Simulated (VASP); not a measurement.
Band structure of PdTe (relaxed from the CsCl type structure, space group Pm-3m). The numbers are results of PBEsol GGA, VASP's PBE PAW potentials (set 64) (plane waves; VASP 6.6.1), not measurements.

Unless said otherwise, spin-orbit coupling is left out, though it shifts the bands of the heavy elements here.

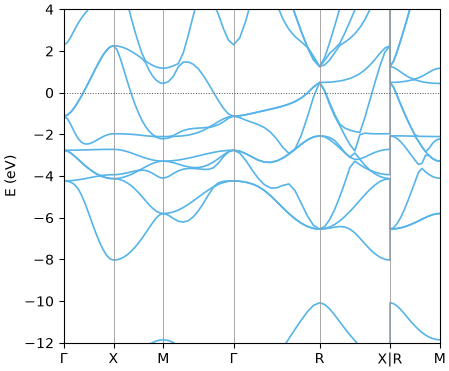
Bands along high-symmetry lines, zero at the valence-band maximum or, without a gap, the Fermi level

Problem. Read the plot: is there a gap, and where are the band edges?

Solution. It has no gap at this level: it comes out as a metal or semimetal. (Edges off the drawn lines would not show.)

The structure was generated: PdTe was put into the CsCl type type (Pm-3m), which need not be its known phase. It was relaxed first, which changed the volume by -17 %.
